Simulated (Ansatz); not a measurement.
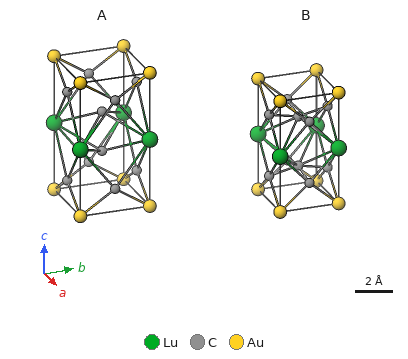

Two geometries of solid LuAuC6 (a generated structure, set up in P4/mmm) (coarse preliminary run), drawn at one scale. One is the start of a relaxation, the other its converged end. A ball-and-stick model of the cell of the calculation, seen from a free direction.

Theory: DFT PBE, scalar-relativistic, plane waves, PAW (Ansatz). (plane-wave cutoff 420 eV; k-point mesh 4 × 4 × 2; occupations gaussian; smearing width 0.1 eV; no spin polarisation; cell and atoms relaxed; force threshold 0.04 eV/Å; at most 70 steps)

Q: Which geometry has the lower energy?

A: Structure B is the relaxed one. The largest moves relative to the cell, 0.49 Å, are those of C atoms. Lu and Au stay in place. The volume changes by −41.2 %, with a = b 4.086 → 3.436 Å (−15.9 %), c 7.942 → 6.606 Å (−16.8 %). Among the contacts that change: C–Lu 3.338 → 2.505 Å, C–C 2.513 → 1.755 Å, Lu–Lu 4.086 → 3.436 Å, C–Lu 3.119 → 2.837 Å. Bond angles that change, for instance: Lu–C–Lu 135.7° → 117.8°, Au–C–Au 113.8° → 98.5°, Lu–C–Lu 81.8° → 74.5°. The space group stays P4/mmm (No. 123). The energy falls by 1195 meV per atom in 11 accepted moves (13 points after the start). The largest force component goes from 0.61 to 0.0042 eV/Å. Pressure: −26.14 GPa at the start and 0.03 GPa at the end. The SCF was repeated twice at an unchanged geometry on a basis and grid sized afresh for the cell, which shifted the energy by 2.6 meV per atom at most.

Limits of the set-up: the k-point mesh is coarse for a cell with partly filled bands.
